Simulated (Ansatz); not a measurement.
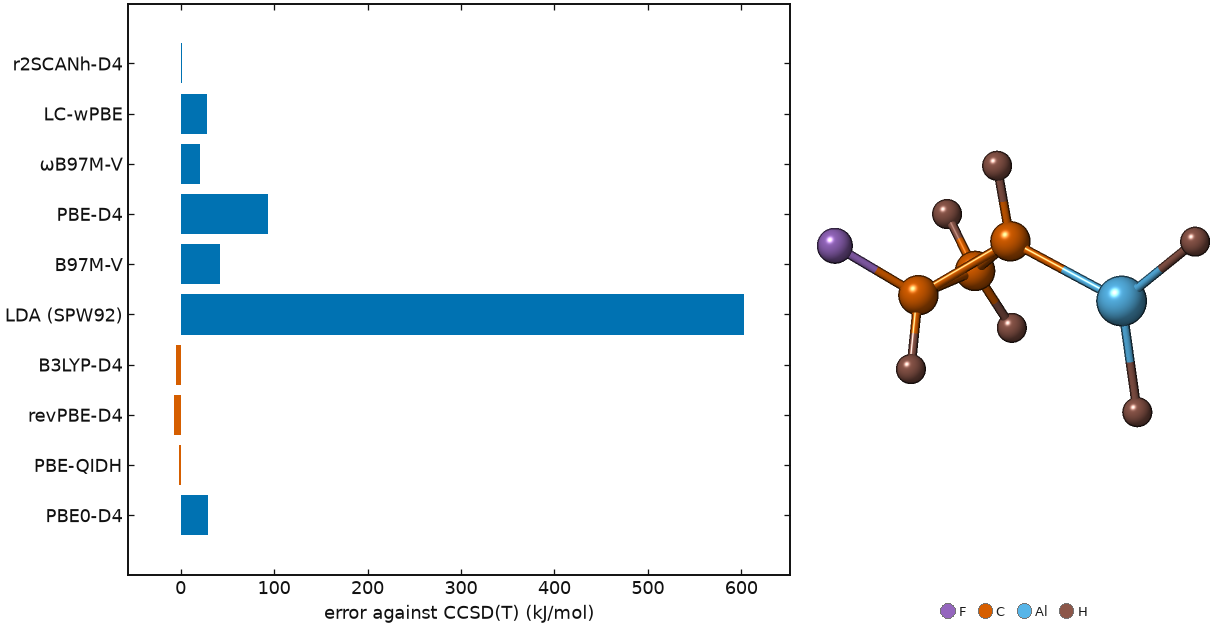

Error in the electronic atomisation energy (method less reference, so positive means overbinding) of C₃H₆AlF, SMILES F[C@H]1C[C@@H]1[AlH2], singlet: functionals in def2-TZVPP against frozen-core CCSD(T) at the limit (MP2 extrapolated from triple and quadruple zeta, plus CCSD(T) less MP2 in a smaller set), which gives 4021.8 kJ/mol, at a PBE0-D4/def2-TZVP geometry (a minimum by its frequencies), no zero-point or spin-orbit term, the Ansatz code. The reference leaves out core correlation, a term that grows with the number of heavy atoms. PBE-QIDH holds a correlation term that converges slowly with the basis, so part of the distance to the limit is basis error. No dispersion term is added to LC-wPBE and PBE-QIDH.

**Which of these levels overbind, and which underbind?**

Overbind: LC-wPBE, PBE-D4, B97M-V, LDA (SPW92) and PBE0-D4. Underbind: none clearly. Within 25 kJ/mol of zero, too close to call in view of what the reference leaves out: r2SCANh-D4, ωB97M-V, B3LYP-D4, revPBE-D4 and PBE-QIDH.

**Give the values.**

| level | kJ/mol |
| --- | --- |
| r2SCANh-D4 | 2.0 |
| LC-wPBE | 27.9 |
| ωB97M-V | 20.3 |
| PBE-D4 | 93.8 |
| B97M-V | 42.6 |
| LDA (SPW92) | 603.4 |
| B3LYP-D4 | −4.9 |
| revPBE-D4 | −7.2 |
| PBE-QIDH | −1.5 |
| PBE0-D4 | 28.8 |
